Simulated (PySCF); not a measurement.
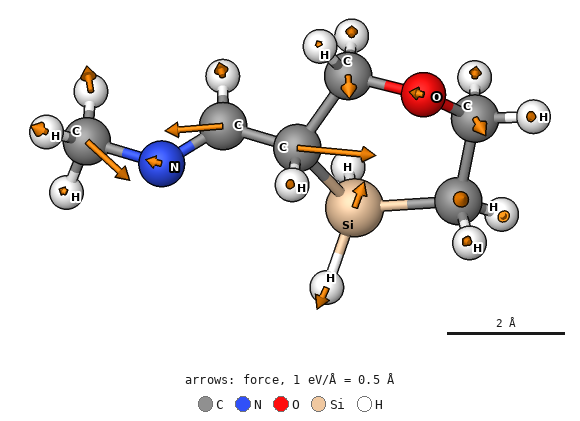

Starting geometry of C6H13NOSi with the computed forces as orange arrows. A ball-and-stick model, seen at a tilt.

The start comes from GFN2-xTB. Its atoms were then displaced at random by about 0.01 Å.

Level of theory: PBE0-D3(BJ)/def2-SVP geometry optimisation, gas phase in PySCF 2.14.0, density-fitted response routines. 

What follows when this structure is relaxed?

Answer. It isn't relaxed: the largest force vector, on a C atom, is 2.86 eV/Å. The final displacements have little in common with the starting forces (cosine between the two patterns 0.28). An H atom moves most after the best rigid fit: 0.14 Å. Largest moves by element: H 0.14 Å, N 0.07 Å, Si 0.06 Å, C 0.06 Å, O 0.01 Å. Some distances before and after: C–C 1.425 → 1.489 Å, H–Si 1.448 → 1.493 Å, C–H 1.076 → 1.109 Å, C–C 1.559 → 1.538 Å. Bond angles that change, for instance: N–C–H 105.5° → 109.6°, C–C–H 112.0° → 108.2°, H–C–H 112.1° → 108.6°. The energy falls by 4.96 kcal/mol in 5 geometry steps. The run took 100 s on 1 thread of Arm Neoverse V2 (shared host).
